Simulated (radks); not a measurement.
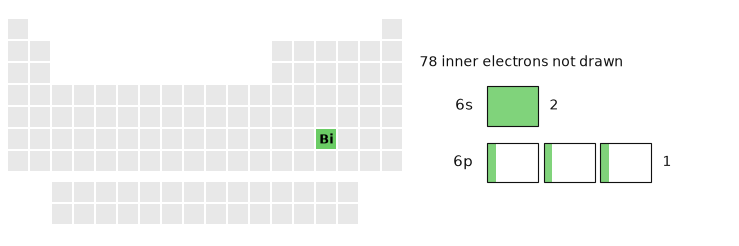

Fig. 1: Left, the place of bismuth in the periodic table; right, the outer shells as the input fills them: a box for each of the 2l + 1 orbitals, shaded by the share of the shell that is filled, with the electron count at the right.

Bi²⁺: atomic calculation

Bi²⁺, configuration [Hg] 6p1. Level asked for: scalar-relativistic Kohn-Sham, PBEsol, spin-polarised, spherical densities, point nucleus (radks).

## Input file
```
Z 83
configuration [Hg] 6p1
relativity scalar-relativistic
functional pbe_sol,pbe_sol
spin polarised
nucleus point
c 137.035999084
mesh_step 0.08
max_iterations 100
```

Energies in input and log are in hartree, lengths in bohr.

The run was one of a batch that the task file lists, launched with:
```bash
python <driver script> task.json out
```

## Output
```
Etot None
Ekin None
Encl None
Eh None
Exc None
err None
it 2
```

## What the run reported

```
      quantity                                                                 value
       outcome                                                         not converged
SCF iterations                                                                     2
      hardware  1 thread of Arm Neoverse N1, 40 GiB of memory available, shared host
```

## What went wrong

A numerical setting was moved from its usual value: mesh step h = 0.08. The run did not meet its convergence test in 2 iterations, so its last values are not results.
